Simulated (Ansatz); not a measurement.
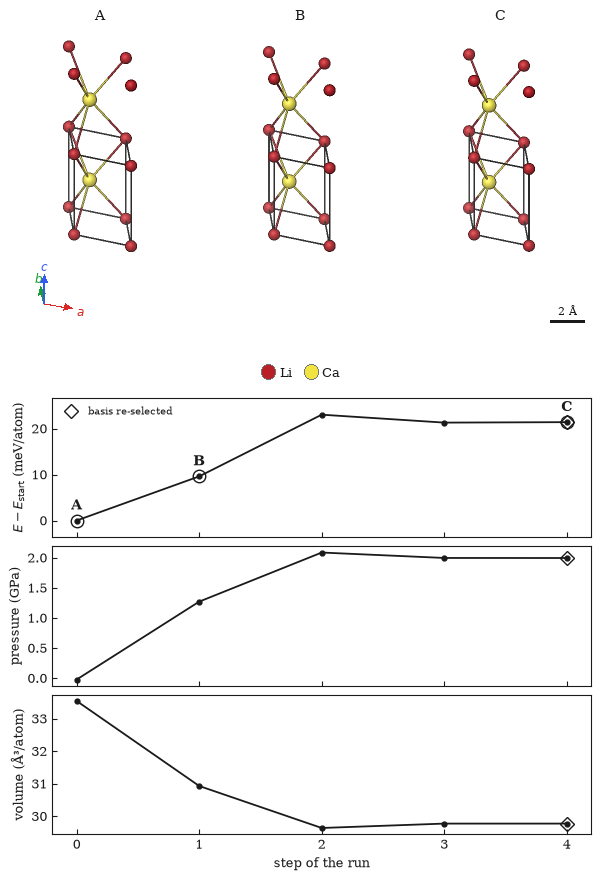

Frames of a relaxation of solid LiCa (a generated structure, set up in P-6m2), marked on the history of the run. A ball-and-stick model of the cell of the calculation, repeated 1 × 1 × 2 with one cell outlined, seen from a free direction.

The run lets cell and atoms move.

The calculation used Kohn-Sham DFT of a periodic cell, PBE, Ansatz PAW (Ansatz).

Input
```yaml
crystal:
  lattice:
    - [3.79269, 0.0, 0.0]
    - [-1.89634, 3.28457, 0.0]
    - [0.0, 0.0, 5.38518]
  atoms:
    - { symbol: Li, position: [0.0, 0.0, 0.0] }
    - { symbol: Ca, position: [0.33333, 0.66667, 0.5] }
hamiltonian:
  xc: pbe
  pseudopotentials: { kind: paw }
kpoints:
  mp_grid: { grid: [8, 8, 5] }
scf:
  occupations: { method: fermi_dirac, width: 0.05 }
output:
  forces: true
  stress: true
  eigenvalues: true
relax:
  f_tol: 0.01
  max_steps: 40
  cell: { stress_tol: 0.05, p_target: 2.0 }
```

Launched with:
```bash
ansatz run input.yaml --threads 2 --pin off --max-ram 5632MiB --backend cpu --events-out ev --progress --plain --runs-dir out
```

Describe the path.

After 3 accepted moves (4 points after the start) the energy has risen by 21.4 meV per atom. With the target pressure of 2 GPa, the enthalpy E + pV changes by −25.7 meV per atom. All forces vanish by symmetry, so only the cell relaxes. The pressure goes from −0.02 to 1.99 GPa. At 1 point the geometry stayed and the basis and grid were re-selected for the new cell (energy shift of 0.1 meV per atom at most each time). No atom moves by more than 0.005 Å relative to the cell. Cell: a = b 3.793 → 3.654 Å (−3.7 %), c 5.385 → 5.150 Å (−4.4 %). Volume −11.2 %. Among the contacts that change: Ca–Li 3.471 → 3.329 Å, Ca–Ca 3.793 → 3.654 Å. The space group stays P-6m2 (No. 187). From step 0 to 1: volume −7.8 %, energy +9.6 meV per atom. From step 1 to 4: volume −3.7 %, energy +11.8 meV per atom.

| step | E − E(0), meV/atom | pressure, GPa | volume, Å³/atom | note |
| --- | --- | --- | --- | --- |
| 0 | 0.00 | -0.02 | 33.543 |  |
| 1 | 9.60 | 1.27 | 30.929 |  |
| 2 | 23.02 | 2.09 | 29.638 |  |
| 3 | 21.30 | 2.00 | 29.773 |  |
| 4 | 21.39 | 1.99 | 29.773 | same geometry, new basis |
